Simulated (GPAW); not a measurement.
# A GW chain in GPAW: BN (Qingsongite), part 2 of 2

Aim: the G0W0 gap of BN (Qingsongite) on PBE, step by step.

GPAW 26.7.0; PBE and many-body steps on it, plane waves. Known limits of the many-body steps: not at the basis limit.

So far. Step 3 (Bands along the symmetry lines): The gap is 4.457 eV, as in the run before at this level. Step 4 (Empty states on the mesh, 8×8×8 mesh, 185 bands): On this mesh the gap is 4.457 eV.

**5. Screening and self-energy, 8×8×8 mesh, 81 bands, screening to 210 eV**

G0W0 replaces the xc potential by the self-energy, built once from these orbitals. Only a window of levels is corrected, while the sums run over the empty bands that the input names.

This step: G0W0 on PBE, plane waves, PAW.

run.py reads:

```python
import json
import numpy as np
from gpaw.mpi import world
from gpaw.response.g0w0 import G0W0

gw = G0W0('full.gpw',
    filename='gw',
    kpts=[0, 24],
    bands=(2, 6),
    ecut=210,
    nbands=81,
    integrate_gamma='WS',
    ppa=True)
gw.calculate()
res = {mode: {k: v for k, v in r.items() if k != 'sigma_eskwn'}
       for mode, r in gw.all_results.items()}

if world.rank == 0:
    with open('result.json', 'w') as f:
        json.dump(res, f, default=lambda x: x.tolist())
```

On the command line:

```console
> mpirun -n 4 gpaw python run.py
```

Numbers of over 12 decimals in the logs are rounded to 6 here.

The log of the run:

```text
Using integrator: PointIntegrator
FrequencyGridDescriptor(from 0.000+0.000j to 0.000+27.211j eV, 2 points)
Nonperiodic BCs:  [False False False]
Using integrator: PointIntegrator
FrequencyGridDescriptor(from 0.000+0.000j to 0.000+27.211j eV, 2 points)
Nonperiodic BCs:  [False False False]
  ___  _ _ _
 |   || | | |
 | | || | | |
 |__ ||_____|
 |___|

BZ k-points: Symmetries present (total): 24

  [... matrices ...]
512 k-points: 8 x 8 x 8 Monkhorst-Pack grid + [1/16,1/16,1/16]
29 k-points in the irreducible part of the Brillouin zone
       k-points in crystal coordinates                weights
   0:     0.00000000    0.00000000    0.00000000          1/512
   1:     0.12500000    0.12500000    0.00000000          6/512
   2:     0.12500000    0.12500000    0.12500000          8/512
   3:     0.25000000    0.12500000    0.12500000         12/512
   4:     0.25000000    0.25000000    0.00000000          6/512
   5:     0.25000000    0.25000000    0.12500000         24/512
   6:     0.25000000    0.25000000    0.25000000          8/512
   7:     0.37500000    0.25000000   -0.37500000         24/512
   8:     0.37500000    0.25000000    0.12500000         24/512
   9:     0.37500000    0.25000000    0.25000000         24/512
          ...
  28:     0.50000000    0.50000000    0.50000000          4/512

Distributing spins, k-points and bands (1 x 2 x 4) over 4 processes
Number of blocks: 1

Quasi particle states:
k-points (IBZ indices): [0, 24]
Band range: (2, 6)
  [... matrices ...]
Computational parameters:
Plane wave cut-off: 210 eV
Number of bands: 81
Coulomb cutoff: None
Broadening: 0.1 eV

fxc modes: GW
Kernel: RPA
Using Godby-Needs plasmon-pole approximation:
  Fitting energy: i*E0, E0 = 1.000 Hartree
Summing all q:

Calculating screened Coulomb potential
No Coulomb truncation
FrequencyGridDescriptor(from 0.000+0.000j to 0.000+27.211j eV, 2 points)
Removing empty qpoint cache files...

Calculating chi0 body with:
    Ground state adapter containing:
    Number of spins: 1
    Number of kpoints: 512
    Number of irreducible kpoints: 29
    Number of completely occupied states: 4
    Number of partially occupied states: 4
    Occupied states memory: 0.205994 M / cpu

    Linear response parametrization:
    q_c: [0.0, 0.0, 0.0]
    Number of frequency points: 2
    Planewave cutoff: 210.0
    Number of bands: 81
    Number of planewaves: 65
    Broadening (eta): 1e-06
    comm.size: 4
    kncomm.size: 4
    blockcomm.size: 1

    Memory estimate of potentially large arrays:
        chi0_wGG: 0.128937 M / cpu
Integrating chi0 body.

Symmetries of q_c:
    Direct symmetries (Uq -> q): 24
    Indirect symmetries (TUq -> q): 24
In total 48 allowed symmetries.

  [... matrices ...]
29 groups of equivalent kpoints. 94.3359375% reduction.

Integral kind: response function
Integrating chi0 head and wings.

Symmetries of q_c:
    Direct symmetries (Uq -> q): 24
    Indirect symmetries (TUq -> q): 24
In total 48 allowed symmetries.

  [... matrices ...]
29 groups of equivalent kpoints. 94.3359375% reduction.

Integral kind: response function wings

Calculating chi0 body with:
    Ground state adapter containing:
    Number of spins: 1
    Number of kpoints: 512
    Number of irreducible kpoints: 29
    Number of completely occupied states: 4
    Number of partially occupied states: 4
    Occupied states memory: 0.205994 M / cpu

[... the further q-points ...]

Results:
f:      Occupation numbers
eps:     KS-eigenvalues [eV]
vxc:     KS vxc [eV]
exx:     Exact exchange [eV]
sigma:   Self-energies [eV]
dsigma:  Self-energy derivatives
Z:       Renormalization factors
qp:      QP-energies [eV]

k-point 0 (0): (0.000, 0.000, 0.000)                GW
band       f     eps     vxc     exx   sigma  dsigma       Z      qp
                                                                   GW
   2   1.000  10.095 -19.276 -22.790   2.429  -0.211   0.826   9.199
   3   1.000  10.095 -19.276 -22.790   2.429  -0.211   0.826   9.199
   4   0.000  18.923 -14.662  -7.966  -5.186  -0.186   0.843  20.195
   5   0.000  18.923 -14.662  -7.966  -5.186  -0.186   0.843  20.195

k-point 1 (24): (0.500, 0.500, 0.000)                GW
band       f     eps     vxc     exx   sigma  dsigma       Z      qp
                                                                   GW
   2   1.000   5.196 -17.087 -22.204   3.470  -0.226   0.816   3.852
   3   1.000   5.196 -17.087 -22.204   3.470  -0.226   0.816   3.852
   4   0.000  14.552 -13.270  -8.053  -4.436  -0.171   0.854  15.220
   5   0.000  19.330 -13.926  -7.948  -5.000  -0.176   0.851  20.161
```

Run time: 58 s. Hardware: 4 MPI ranks of Intel Xeon Platinum 8488C (Sapphire Rapids), shared host; peak memory 0.95 GiB.

Numbers from this step:

| Property | Result |
| --- | --- |
| G0W0 gap on the points computed | 6.021 eV |
| least direct G0W0 gap on the computed points | 11.00 eV |
| Z at the valence top | 0.8258 |
| Z at the conduction bottom | 0.8543 |
| starting gap on the mesh | 4.457 eV |
| k of the valence top | 0, 0, 0 |
| k of the conduction bottom | 0.5, 0.5, 0 |

The gap on the mesh goes from 4.46 eV to 6.02 eV, a correction of +1.56 eV.

Limits: finite bands, cutoff and mesh. v1 is the top filled band, c1 the lowest empty one. The levels before and after the correction (eV, zero at the valence-band top of each column):

```tsv
	conduction bottom	valence top
Kohn-Sham	4.46	0.00
G0W0	6.02	0.00
```

```tsv
	level	energy (eV)
Kohn-Sham	Γ v2-v1	0.000
Kohn-Sham	Γ c1-c2	8.828
Kohn-Sham	(0.5 0.5 0) v2-v1	-4.899
Kohn-Sham	(0.5 0.5 0) c1	4.457
Kohn-Sham	(0.5 0.5 0) c2	9.235
G0W0	Γ v2-v1	0.000
G0W0	Γ c1-c2	10.996
G0W0	(0.5 0.5 0) v2-v1	-5.347
G0W0	(0.5 0.5 0) c1	6.021
G0W0	(0.5 0.5 0) c2	10.962
```

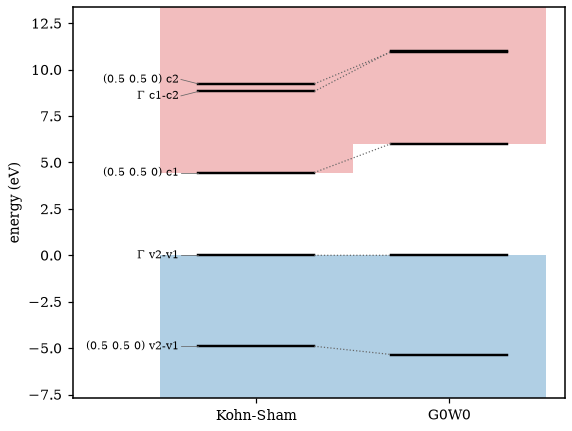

Levels before and after the correction. Shaded: valence and conduction bands.

**6. Where the time went**

Times are wall times on 4 MPI ranks of Intel Xeon Platinum 8488C (Sapphire Rapids), shared host, good to a factor of about two.

```tsv
step	time	share	memory (GiB)
ground state	4.2 s	6 %	0.6
bands along the symmetry lines	3.5 s	5 %	0.52
empty states on the mesh	4.1 s	6 %	0.7
screening and self-energy	58 s	83 %	0.95
```

**7. Summary of results**

| Quantity | Value |
| --- | --- |
| PBE gap | 4.46 eV, indirect |
| G0W0 gap on the mesh | 6.02 eV |
| GW settings | 8×8×8 mesh, 81 bands, screening to 210 eV, Godby-Needs plasmon pole |
| known limits | not at the basis limit |

**Reading.** G0W0 moves the gap on the mesh from 4.46 eV to 6.02 eV (+1.56 eV), with Z of 0.83 and 0.85 at the edges. Only 2 of the mesh's irreducible points were corrected, so a valley elsewhere could overtake. The dearest step here is «screening and self-energy». Bands and cutoff are finite, so the gap is not at the basis limit. The miss can reach some tenths of an eV and take either sign; the mesh is an error of its own. These stock PAW sets were not made for GW. In the G0W0 run levels were corrected at 2 k points alone, so a gap called «on the mesh» is the least over those, and an edge elsewhere would be missed.

[Paths, hosts, dates, memory and timing lines, banners, echoed tables and standing remarks are left out of the program output.]

[Logs are printed without paths, hosts, clocks, repeated set-up lines and the standing remarks that a program may print on its own settings, such as how far it seeks lower states.]

[Runs of the session that timed out or met a known fault of the program may be left out.]

[Hosts, paths, dates, database ids (printed as entryN), source tags and the programs' standing remarks are cut or masked in the printed files.]
